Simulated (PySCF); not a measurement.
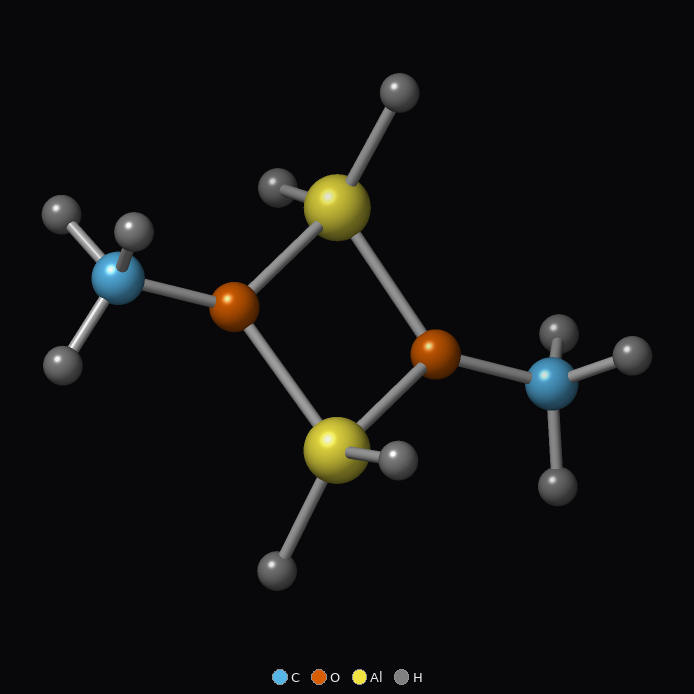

Computed geometry: PBE0-D3(BJ)/def2-SVP optimisation. No frequency run is at hand to confirm it as a minimum.

Draw it as a skeletal formula.

SMILES: C[O+]1[AlH2-][O+](C)[AlH2-]1

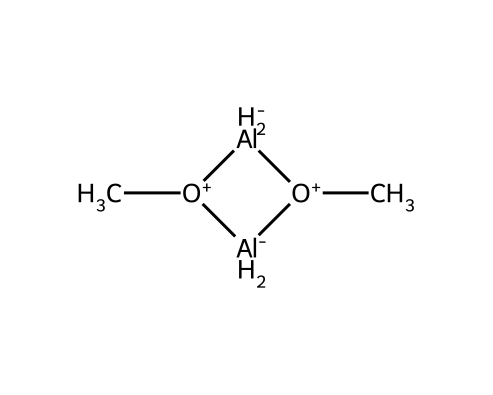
